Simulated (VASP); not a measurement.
Band structure of KTaO$_{3}$ (cubic perovskite). These are MS2 meta-GGA, VASP's PBE PAW potentials (set 64) (plane waves; VASP 6.6.1) values and carry that method's errors.

Unless said otherwise, spin-orbit coupling is left out, though it shifts the bands of the heavy elements here.

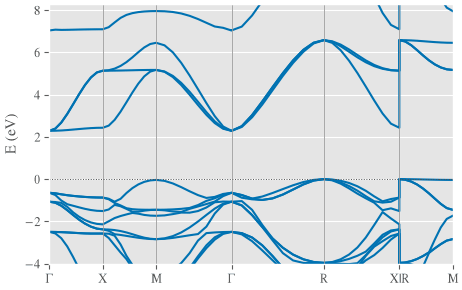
Figure. Bands along high-symmetry lines, zero at the valence-band maximum or, without a gap, the Fermi level

### Question
Read the plot: is there a gap, and where are the band edges?

### Answer
The gap is indirect, 2.29 eV, from the valence maximum at R to the conduction minimum at Γ.

Measured: gap 3.64 eV (computed value off by -1.35 eV), as given by Burak Himmetoglu et al., Journal of Physics Condensed Matter (2016), arXiv:1601.06205.

The compound is KTaO3 in the cubic perovskite structure. It was relaxed first.
